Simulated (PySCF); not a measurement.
**C4H9ClSi2: density, localisation and related maps**

```yaml
atoms:
  - { symbol: C, position_ang: [-2.2375, 0.7242, 0.3537] }
  - { symbol: C, position_ang: [-2.1515, -0.4976, 1.3054] }
  - { symbol: Cl, position_ang: [-3.6904, -1.0981, 1.7686] }
  - { symbol: Si, position_ang: [-1.2142, -1.9787, 0.4404] }
  - { symbol: C, position_ang: [0.4323, -1.1636, -0.0753] }
  - { symbol: C, position_ang: [1.3664, -0.4314, -0.4504] }
  - { symbol: Si, position_ang: [2.8481, 0.2636, -1.2684] }
  - { symbol: H, position_ang: [-1.1659, 1.0217, 0.0024] }
  - { symbol: H, position_ang: [-2.5819, 1.5953, 0.8652] }
  - { symbol: H, position_ang: [-2.8727, 0.4723, -0.5150] }
  - { symbol: H, position_ang: [-1.5325, -0.2257, 2.0953] }
  - { symbol: H, position_ang: [-0.9785, -2.8767, 1.5644] }
  - { symbol: H, position_ang: [-2.0471, -2.4888, -0.6282] }
  - { symbol: H, position_ang: [2.1715, 1.5887, -1.8597] }
  - { symbol: H, position_ang: [3.7829, 0.6860, -0.3082] }
  - { symbol: H, position_ang: [3.5398, -0.4971, -2.3787] }
```

Geometry: GFN2-xTB, MD frame at 250 fs, 400 K.

Method: PBE0/pcSseg-1, SCF density, gas phase, non-relativistic (PySCF 2.14.0).

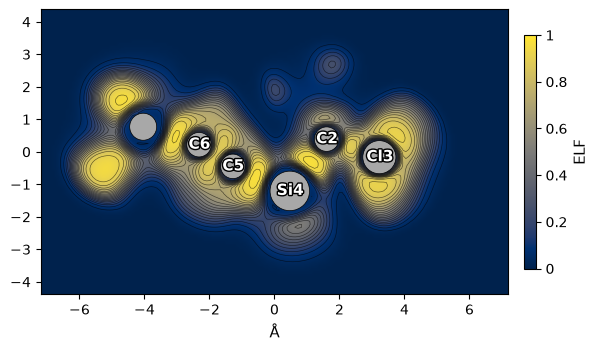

Figure 1. ELF on the plane of atoms C2, Si4 and C5. Grey discs cover the atomic cores.

Q: What does the map show?

A: The plane passes through C, Cl and Si nuclei. C–C (1.24 Å): the ELF peaks at about 0.85 between the atoms; a multiple bond. C–Cl (1.72 Å): the ELF peaks at about 0.90 between the atoms; localised, covalent bonding. C–Si (1.91 Å): the ELF peaks at about 0.95 between the atoms; a shared electron pair. C–Si (1.95 Å): the ELF peaks at about 0.95 between the atoms: a covalent bond. The ELF also peaks beside Cl3, away from the bonds: lone-pair regions.

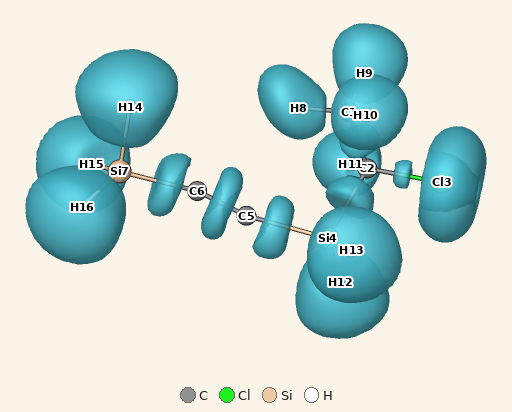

Figure 2. Isosurface of the electron localisation function at 0.8 (cyan), seen across its widest extent. Core shells and regions of very low density are left out.

Q: Where are the electrons localised?

A: At this value the surface marks out two regions between bonded C–C atoms (shared pairs), one region between bonded C–Cl atoms (shared pairs), three regions between bonded C–Si atoms (shared pairs), nine regions around hydrogen nuclei and one ring or bowl of non-bonding electrons around Cl.

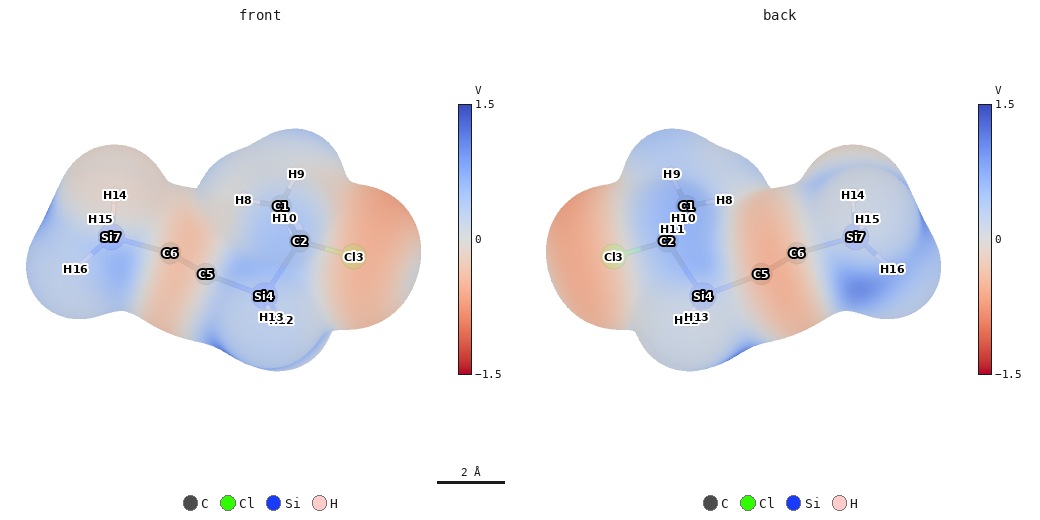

Figure 3. The molecular electrostatic potential painted on the density surface at 0.001 e/bohr³, seen from the front and from behind; the colour scale runs from red (negative) to blue (positive).

Q: Describe the electrostatic potential map.

A: The most negative region (about −0.6 V) lies over Cl3, the most positive (about +1.0 V) over Si4 and Si7.

Q: How polar is the molecule by this calculation?

A: Its dipole moment is 1.64 D.
